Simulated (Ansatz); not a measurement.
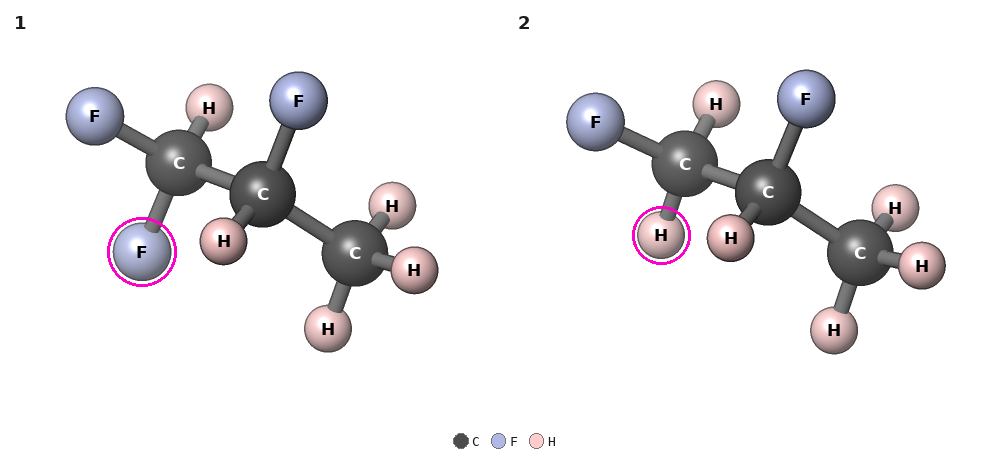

2 molecules with one skeleton, seen from the same side and at one scale; the atom that differs is circled. Charge 0, singlet. Computed geometries: PBE0-D4/def2-TZVP optimisations, one conformation each. Properties computed with Ansatz 0.2.0.

One atom differs, called X below: F in panel 1, H in panel 2. Their formulas are C3H5F3 (`C[C@@H](F)C(F)F`), C3H6F2 (`C[C@@H](F)CF`).

In which is the length of X–C larger (PBE0-D4/def2-TZVP)?

In panel 1 (X = F).

In which is the dipole moment larger (r2SCAN-D4/def2-TZVPP)?

In panel 2 (X = H).

Give the values. With PBE0-D4/def2-TZVP: length of X–C (Å), angle X–C–H (°). With r2SCAN-D4/def2-TZVPP: dipole moment (D), HOMO energy (Kohn–Sham orbital) (eV), HOMO–LUMO gap (eV).

| quantity | 1 (F) | 2 (H) | 2 − 1 |
| --- | --- | --- | --- |
| length of X–C (Å) | 1.357 | 1.095 | −0.262 |
| angle X–C–H (°) | 108.8 | 109.5 | +0.7 |
| dipole moment (D) | 1.97 | 2.83 | +0.86 |
| HOMO energy (Kohn–Sham orbital) (eV) | −8.09 | −7.92 | +0.17 |
| HOMO–LUMO gap (eV) | 9.10 | 9.10 | 0.00 |
